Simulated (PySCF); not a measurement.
**Geometry relaxation of C4H11In (part 1 of 2)**

- system: C4H11In
- method: PBE0-D3(BJ)/def2-SVP geometry optimisation, gas phase (PySCF 2.14.0)

It belongs to a series of runs on one base structure; here: one ligand: Et to H.

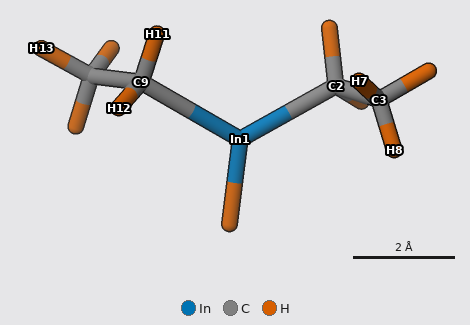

Fig. 1: The input geometry (stick view, seen at a tilt; atoms are numbered from 1 in the order of the input). Sticks mark near contacts. Bond lengths as drawn: C–C 1.49 to 1.55 Å, C–H 1.05 to 1.17 Å, C–In 2.19 to 2.38 Å and H–In 1.72 Å.

## Key numbers

```json
{"quantity": "outcome", "value": "converged"}
{"quantity": "total energy", "value": "−348.833906 hartree"}
{"quantity": "dipole moment", "value": "0.80 D"}
{"quantity": "point group", "value": "C1"}
{"quantity": "hardware", "value": "1 CPU thread, shared host"}
{"quantity": "wall time", "value": "2 min"}
{"quantity": "peak memory", "value": "0.51 GiB"}
```

## The input
```
{"job": {"xc": "PBE0", "basis": "def2-SVP", "d3": "d3bj", "grid": 1, "maxiter": 30, "shake": 0.03, "kind": "geom"}, "charge": 0, "multiplicity": 1}
In    -0.364570    -0.855550     0.000240
C      1.821820    -0.848010    -0.026200
C      2.341890    -1.129200     1.342330
H      2.266000     0.158010    -0.375480
H      2.189030    -1.599950    -0.765590
H      3.483220    -1.102320     1.344210
H      2.099830    -0.374710     2.086890
H      2.119560    -2.083510     1.709040
C     -1.592610     1.179290     0.046510
C     -2.305620     1.393580    -1.309630
H     -0.883300     1.946850     0.206140
H     -2.293140     1.168310     0.827760
H     -2.931720     2.375840    -1.350000
H     -1.630880     1.449420    -2.141670
H     -3.021710     0.566480    -1.545470
H     -1.332160    -2.278470     0.017330
```

The first line tells a small driver script what to run in PySCF; the rest is the geometry in Å.

Command:
```bash
OMP_NUM_THREADS=1 python <driver script> task.json out
```

## What the program printed
```
step   0  E = -348.81249525  max force = 0.054103
step   1  E = -348.83077058  max force = 0.010162
step   2  E = -348.83174641  max force = 0.004492
step   3  E = -348.83206206  max force = 0.001773
step   4  E = -348.83215227  max force = 0.001146
step   5  E = -348.83218885  max force = 0.000711
step   6  E = -348.83222250  max force = 0.000626
step   7  E = -348.83225405  max force = 0.000620
step   8  E = -348.83231912  max force = 0.001443
step   9  E = -348.83250440  max force = 0.002840
step  10  E = -348.83262025  max force = 0.004445
step  11  E = -348.83291745  max force = 0.003347
step  12  E = -348.83348793  max force = 0.002831
step  13  E = -348.83360547  max force = 0.001479
step  14  E = -348.83373450  max force = 0.000841
step  15  E = -348.83378279  max force = 0.000953
step  16  E = -348.83382920  max force = 0.001250
step  17  E = -348.83385358  max force = 0.000804
step  18  E = -348.83388443  max force = 0.000639
step  19  E = -348.83389505  max force = 0.000472
step  20  E = -348.83390641  max force = 0.000250
optimisation converged
```

## Trajectory as extended XYZ (Å, eV, eV/Å), 21 frames, from step=0 to step=20
```
16
Properties=species:S:1:pos:R:3:forces:R:3 step=0 energy=-9491.67146
In   -0.3646   -0.8556    0.0002   -0.6892   1.5931  -0.0482
C     1.8218   -0.8480   -0.0262    0.4394   1.2187  -1.4381
C     2.3419   -1.1292    1.3423    2.7821   1.3233  -0.1869
H     2.2660    0.1580   -0.3755   -0.8889  -1.2077   0.2931
H     2.1890   -1.5999   -0.7656   -0.2069   0.2382   0.3572
H     3.4832   -1.1023    1.3442   -0.9110  -0.0717  -0.0547
H     2.0998   -0.3747    2.0869   -0.4853   0.2792   0.3319
H     2.1196   -2.0835    1.7090   -0.7662  -1.9084   0.8217
C    -1.5926    1.1793    0.0465    0.6388  -1.9763  -2.5983
C    -2.3056    1.3936   -1.3096   -1.6295   0.6353   0.9832
H    -0.8833    1.9468    0.2061    1.0740   1.1903   0.3778
H    -2.2931    1.1683    0.8278   -1.2055  -0.1329   1.5592
H    -2.9317    2.3758   -1.3500    0.8814  -1.3513   0.1899
H    -1.6309    1.4494   -2.1417    0.7709   0.0745  -0.7577
H    -3.0217    0.5665   -1.5455    0.2802   0.4017   0.1695
H    -1.3322   -2.2785    0.0173   -0.0840  -0.3061   0.0004
16
Properties=species:S:1:pos:R:3:forces:R:3 step=1 energy=-9492.16875
In   -0.4223   -0.7513   -0.0169    0.0570  -0.2663   0.0589
C     1.7597   -0.7686   -0.0541    0.0168  -0.1948  -0.0299
C     2.3237   -1.0862    1.3272    0.5225   0.0666   0.0607
H     2.1374    0.1996   -0.4143   -0.0862   0.1142   0.0378
H     2.0972   -1.5129   -0.7930   -0.0002  -0.0758   0.0347
H     3.4335   -1.0786    1.3352   -0.1226  -0.0172  -0.0879
H     2.0370   -0.3391    2.0859   -0.1476  -0.0615   0.0182
H     2.0374   -2.0840    1.6973   -0.1453   0.0403  -0.0008
C    -1.5111    1.1109    0.0358    0.1398   0.0164  -0.1504
C    -2.2319    1.3254   -1.2871   -0.2430   0.2121  -0.0468
H    -0.7674    1.9024    0.2143   -0.1605   0.1380   0.1107
H    -2.2231    1.0815    0.8739    0.0131   0.1134   0.0556
H    -2.8165    2.2626   -1.2875    0.0060   0.0241  -0.0403
H    -1.5409    1.3920   -2.1439    0.0196  -0.0237   0.0077
H    -2.9510    0.5198   -1.5097    0.0242  -0.0420  -0.0049
H    -1.3962   -2.2074    0.0034    0.1062  -0.0436  -0.0231
16
Properties=species:S:1:pos:R:3:forces:R:3 step=2 energy=-9492.19531
In   -0.3901   -0.7463   -0.0096   -0.2148   0.2292   0.0334
C     1.7950   -0.7963   -0.0394    0.0132  -0.1115   0.0651
C     2.3675   -1.1132    1.3414    0.0353  -0.0152   0.0562
H     2.1675    0.1718   -0.4028   -0.0007   0.1011   0.0001
H     2.1240   -1.5515   -0.7710   -0.0315  -0.0318  -0.0121
H     3.4716   -1.1209    1.3438    0.0145  -0.0089  -0.0437
H     2.0685   -0.3679    2.0989   -0.0230  -0.0470  -0.0072
H     2.0490   -2.1051    1.7100   -0.0108   0.0949  -0.0220
C    -1.5414    1.1456    0.0170    0.2310  -0.2158  -0.1243
C    -2.2802    1.3532   -1.3029    0.0221  -0.0020  -0.0234
H    -0.8316    1.9694    0.2029   -0.1024  -0.0067   0.0452
H    -2.2537    1.1127    0.8592    0.0749   0.0061  -0.0122
H    -2.8814    2.2768   -1.3036   -0.0310   0.0872   0.0179
H    -1.5904    1.4323   -2.1619   -0.0297  -0.0215   0.0422
H    -2.9791    0.5301   -1.5234    0.0066  -0.0332  -0.0057
H    -1.3294   -2.2243    0.0078    0.0464  -0.0250  -0.0094
16
Properties=species:S:1:pos:R:3:forces:R:3 step=3 energy=-9492.20390
In   -0.3931   -0.7350   -0.0073   -0.0764   0.0590   0.0089
C     1.7924   -0.7957   -0.0311    0.0183  -0.0023   0.0428
C     2.3732   -1.1150    1.3458   -0.0616  -0.0186   0.0039
H     2.1621    0.1772   -0.3935   -0.0027  -0.0065   0.0046
H     2.1132   -1.5539   -0.7642   -0.0202   0.0095  -0.0107
H     3.4764   -1.1302    1.3363    0.0251  -0.0062   0.0002
H     2.0746   -0.3746    2.1072    0.0214  -0.0053  -0.0065
H     2.0436   -2.1024    1.7120    0.0244   0.0274  -0.0027
C    -1.5323    1.1407    0.0054    0.0698  -0.0373  -0.0912
C    -2.2853    1.3543   -1.3069   -0.0073   0.0220   0.0097
H    -0.8356    1.9729    0.1968   -0.0334   0.0019   0.0119
H    -2.2374    1.1071    0.8525    0.0193  -0.0096   0.0033
H    -2.8876    2.2803   -1.2972    0.0128  -0.0058   0.0153
H    -1.6025    1.4362   -2.1698   -0.0142  -0.0072   0.0128
H    -2.9820    0.5279   -1.5248    0.0032   0.0008   0.0009
H    -1.3140   -2.2238    0.0051    0.0213  -0.0218  -0.0033
16
Properties=species:S:1:pos:R:3:forces:R:3 step=4 energy=-9492.20635
In   -0.3955   -0.7305   -0.0086    0.0023  -0.0205  -0.0005
C     1.7913   -0.7951   -0.0201   -0.0079   0.0131   0.0589
C     2.3788   -1.1198    1.3529   -0.0323  -0.0106  -0.0322
H     2.1603    0.1788   -0.3803    0.0087  -0.0095  -0.0007
H     2.1058   -1.5514   -0.7577   -0.0029   0.0077  -0.0118
H     3.4823   -1.1401    1.3336    0.0076  -0.0026   0.0120
H     2.0888   -0.3815    2.1189    0.0178   0.0149  -0.0059
H     2.0485   -2.1056    1.7194    0.0113  -0.0093   0.0010
C    -1.5268    1.1399   -0.0099   -0.0107   0.0278  -0.0394
C    -2.2946    1.3584   -1.3118   -0.0080   0.0024   0.0116
H    -0.8374    1.9773    0.1822    0.0124  -0.0009  -0.0040
H    -2.2251    1.1058    0.8428   -0.0043  -0.0140   0.0128
H    -2.8939    2.2856   -1.2886    0.0000  -0.0026   0.0014
H    -1.6227    1.4418   -2.1822   -0.0003  -0.0004  -0.0042
H    -2.9941    0.5329   -1.5240   -0.0029   0.0068   0.0014
H    -1.3000   -2.2304   -0.0001    0.0093  -0.0024  -0.0003
16
Properties=species:S:1:pos:R:3:forces:R:3 step=5 energy=-9492.20735
In   -0.3926   -0.7253   -0.0113    0.0243  -0.0265  -0.0051
C     1.7947   -0.7936   -0.0095   -0.0130   0.0207   0.0366
C     2.3839   -1.1277    1.3597   -0.0012  -0.0058  -0.0230
H     2.1677    0.1804   -0.3655    0.0075  -0.0097   0.0008
H     2.1054   -1.5468   -0.7521    0.0023   0.0057  -0.0104
H     3.4875   -1.1542    1.3369   -0.0021  -0.0013   0.0069
H     2.1023   -0.3899    2.1291    0.0073   0.0116  -0.0010
H     2.0510   -2.1132    1.7238   -0.0025  -0.0126   0.0034
C    -1.5252    1.1434   -0.0235   -0.0346   0.0301  -0.0127
C    -2.3074    1.3618   -1.3165   -0.0066   0.0024   0.0127
H    -0.8372    1.9829    0.1643    0.0205  -0.0037  -0.0122
H    -2.2162    1.1086    0.8356   -0.0030  -0.0099   0.0103
H    -2.9053    2.2897   -1.2849    0.0018  -0.0070  -0.0039
H    -1.6464    1.4442   -2.1949    0.0037   0.0015  -0.0058
H    -3.0103    0.5371   -1.5201   -0.0025   0.0044   0.0027
H    -1.2863   -2.2315   -0.0046   -0.0021   0.0000   0.0007
16
Properties=species:S:1:pos:R:3:forces:R:3 step=6 energy=-9492.20826
In   -0.3858   -0.7173   -0.0168    0.0237  -0.0164  -0.0064
C     1.8016   -0.7876    0.0044   -0.0080   0.0141  -0.0009
C     2.3884   -1.1401    1.3689    0.0227  -0.0039   0.0006
H     2.1815    0.1872   -0.3417    0.0015  -0.0006   0.0043
H     2.1097   -1.5335   -0.7470    0.0058   0.0034  -0.0045
H     3.4920   -1.1758    1.3455   -0.0077  -0.0012  -0.0026
H     2.1160   -0.4055    2.1446   -0.0047   0.0012   0.0024
H     2.0490   -2.1264    1.7248   -0.0122  -0.0043   0.0047
C    -1.5222    1.1504   -0.0418   -0.0322   0.0103   0.0147
C    -2.3261    1.3636   -1.3216   -0.0022  -0.0049   0.0053
H    -0.8317    1.9908    0.1332    0.0144  -0.0040  -0.0150
H    -2.2001    1.1176    0.8284    0.0047   0.0018   0.0045
H    -2.9212    2.2928   -1.2833   -0.0005  -0.0003  -0.0052
H    -1.6812    1.4398   -2.2124    0.0035   0.0007  -0.0032
H    -3.0346    0.5398   -1.5077   -0.0005  -0.0004   0.0010
H    -1.2696   -2.2296   -0.0108   -0.0082   0.0046   0.0004
16
Properties=species:S:1:pos:R:3:forces:R:3 step=7 energy=-9492.20912
In   -0.3756   -0.7057   -0.0240    0.0130  -0.0027  -0.0041
C     1.8113   -0.7768    0.0190    0.0011   0.0018  -0.0319
C     2.3906   -1.1559    1.3787    0.0273  -0.0033   0.0200
H     2.1991    0.2006   -0.3105   -0.0052   0.0079   0.0096
H     2.1199   -1.5111   -0.7441    0.0069   0.0022   0.0007
H     3.4940   -1.2023    1.3582   -0.0080  -0.0014  -0.0089
H     2.1246   -0.4292    2.1641   -0.0111  -0.0065   0.0036
H     2.0409   -2.1442    1.7195   -0.0139   0.0048   0.0036
C    -1.5169    1.1605   -0.0618   -0.0135  -0.0108   0.0296
C    -2.3476    1.3611   -1.3258   -0.0014  -0.0085  -0.0022
H    -0.8213    2.0011    0.0911    0.0014  -0.0006  -0.0137
H    -2.1765    1.1351    0.8230    0.0109   0.0138  -0.0008
H    -2.9394    2.2922   -1.2853   -0.0002   0.0025  -0.0039
H    -1.7224    1.4251   -2.2316    0.0016  -0.0004   0.0002
H    -3.0622    0.5373   -1.4863    0.0016  -0.0039  -0.0008
H    -1.2529   -2.2219   -0.0179   -0.0105   0.0050  -0.0011
16
Properties=species:S:1:pos:R:3:forces:R:3 step=8 energy=-9492.21089
In   -0.3506   -0.6769   -0.0406   -0.0139   0.0174   0.0052
C     1.8342   -0.7475    0.0510    0.0191  -0.0211  -0.0742
C     2.3908   -1.1932    1.3991    0.0186  -0.0044   0.0438
H     2.2361    0.2385   -0.2317   -0.0163   0.0199   0.0191
H     2.1502   -1.4493   -0.7401    0.0076   0.0021   0.0078
H     3.4931   -1.2612    1.3886   -0.0045  -0.0005  -0.0139
H     2.1312   -0.4921    2.2096   -0.0165  -0.0155   0.0027
H     2.0173   -2.1871    1.6970   -0.0093   0.0169   0.0005
C    -1.5011    1.1856   -0.1069    0.0310  -0.0417   0.0442
C    -2.3939    1.3486   -1.3320   -0.0032  -0.0159  -0.0156
H    -0.7948    2.0264   -0.0145   -0.0213   0.0081  -0.0075
H    -2.1145    1.1870    0.8116    0.0176   0.0320  -0.0081
H    -2.9777    2.2848   -1.2939   -0.0009   0.0072  -0.0002
H    -1.8161    1.3763   -2.2707   -0.0016  -0.0017   0.0055
H    -3.1202    0.5251   -1.4258    0.0035  -0.0084  -0.0043
H    -1.2184   -2.1990   -0.0345   -0.0100   0.0056  -0.0049
16
Properties=species:S:1:pos:R:3:forces:R:3 step=9 energy=-9492.21593
In   -0.2880   -0.6038   -0.0814   -0.0758   0.0406   0.0376
C     1.8864   -0.6680    0.1395    0.0504  -0.0527  -0.1460
C     2.3807   -1.2877    1.4412   -0.0110  -0.0129   0.0746
H     2.3084    0.3388   -0.0052   -0.0344   0.0352   0.0357
H     2.2378   -1.2684   -0.7192    0.0072   0.0050   0.0180
H     3.4791   -1.3987    1.4558    0.0043   0.0044  -0.0163
H     2.1196   -0.6717    2.3178   -0.0225  -0.0276  -0.0026
H     1.9589   -2.2928    1.6131    0.0037   0.0353  -0.0057
C    -1.4543    1.2477   -0.2298    0.1214  -0.0807   0.0462
C    -2.5000    1.3083   -1.3350   -0.0058  -0.0414  -0.0252
H    -0.7323    2.0767   -0.3104   -0.0590   0.0322   0.0109
H    -1.9378    1.3446    0.7597    0.0259   0.0612  -0.0244
H    -3.0600    2.2595   -1.3214   -0.0010   0.0125   0.0085
H    -2.0544    1.2199   -2.3397   -0.0021  -0.0008   0.0165
H    -3.2430    0.5001   -1.2414    0.0043  -0.0141  -0.0127
H    -1.1354   -2.1383   -0.0773   -0.0056   0.0037  -0.0151
16
Properties=species:S:1:pos:R:3:forces:R:3 step=10 energy=-9492.21909
In   -0.2100   -0.5173   -0.1333   -0.1757   0.0505   0.1014
C     1.9325   -0.5527    0.2857    0.1122  -0.0763  -0.2286
C     2.3506   -1.4101    1.4731   -0.0597  -0.0278   0.0944
H     2.3390    0.4674    0.3628   -0.0612   0.0465   0.0421
H     2.3647   -0.9699   -0.6440    0.0106   0.0126   0.0246
H     3.4442   -1.5514    1.5187    0.0156   0.0112  -0.0114
H     2.0552   -0.9529    2.4322   -0.0289  -0.0364  -0.0125
H     1.8990   -2.4170    1.4418    0.0267   0.0507   0.0013
C    -1.3798    1.3167   -0.4256    0.2160  -0.1150   0.0813
C    -2.6167    1.2489   -1.3070   -0.0021  -0.0742  -0.0473
H    -0.6648    2.0793   -0.7768   -0.0856   0.0679   0.0251
H    -1.6551    1.5992    0.6086    0.0281   0.0870  -0.0633
H    -3.1355    2.2212   -1.3681   -0.0007   0.0192   0.0158
H    -2.3779    0.9531   -2.3420   -0.0016   0.0029   0.0241
H    -3.3489    0.5188   -0.9275   -0.0004  -0.0202  -0.0141
H    -1.0308   -2.0673   -0.1321    0.0068   0.0014  -0.0329
```
